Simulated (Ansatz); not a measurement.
# ScCO (C2/m): refractive index against wavelength

The refractive index of ScCO (C2/m) along x below the direct gap (2.93 eV on the mesh) is read from one computed spectrum, n = √(Re ε). x, y and z are the Cartesian axes of the input cell.

Cell: a, b, c = 3.570, 3.570, 6.682 Å (primitive vectors), 6 atoms.

Method: Ansatz 0.2.0, PBE, independent particles, k-mesh 8×8×4 with interpolation inside its cells, Gaussian parameter 0.1 eV.

Launch of the response step: `ansatz run input.yaml --threads 2 --pin off --max-ram 5120MiB --backend cpu --events-out ev --progress --plain --runs-dir out`. The run took 1.7 min, on 2 threads of Arm Neoverse V2, with other jobs on the host.

| wavelength (nm) | photon energy E (eV) | n |
| --- | --- | --- |
| 2000 | 0.620 | 2.5441 |
| 1550 | 0.800 | 2.5531 |
| 1310 | 0.946 | 2.5625 |
| 1064 | 1.165 | 2.5797 |
| 850 | 1.459 | 2.6102 |
| 700 | 1.771 | 2.6540 |
| 633 | 1.959 | ? |

In the single-oscillator model n² − 1 = E₀E_d/(E₀² − E²), so 1/(n² − 1) = E₀/E_d − E²/(E₀E_d) is linear in E².

Working, on the rows shown:

| x = E² (eV²) | y = 1/(n² − 1) |
| --- | --- |
| 0.384302 | 0.182734 |
| 0.639837 | 0.181215 |
| 0.895757 | 0.179649 |
| 1.35784 | 0.176839 |
| 2.12762 | 0.172024 |
| 3.13716 | 0.165461 |

Means: x̄ = 1.4238, ȳ = 0.17632. Σ(x − x̄)(y − ȳ) = -0.03393, Σ(x − x̄)² = 5.409. Slope = -0.03393 / 5.409 = -0.006272; intercept = ȳ − slope · x̄ = 0.18525. Turned back into n, the line misses the rows shown by at most 0.00078.

What does the fit predict for the withheld row, and how well does it do?

At x = 3.8364 the line gives y = 0.16119, that is 2.6840. The run gave 2.6874, so the extrapolation is off by 0.0034, 2 % of the range in the table.

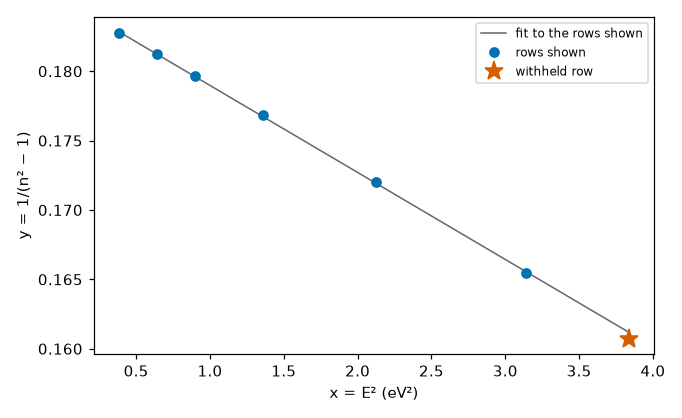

Refitted with all rows, the slope is -0.006366 and the intercept 0.18535. These give E₀ = √(intercept/−slope) = 5.40 eV and E_d = E₀/intercept = 29.1 eV; E₀ is 1.8 times the direct gap. The electronic limit at long wavelengths, without lattice vibrations, is n = √(1 + 1/intercept) = 2.529. The structure is a model and need not exist. Excitons are left out and so are local fields; PBE gaps are as a rule too small.
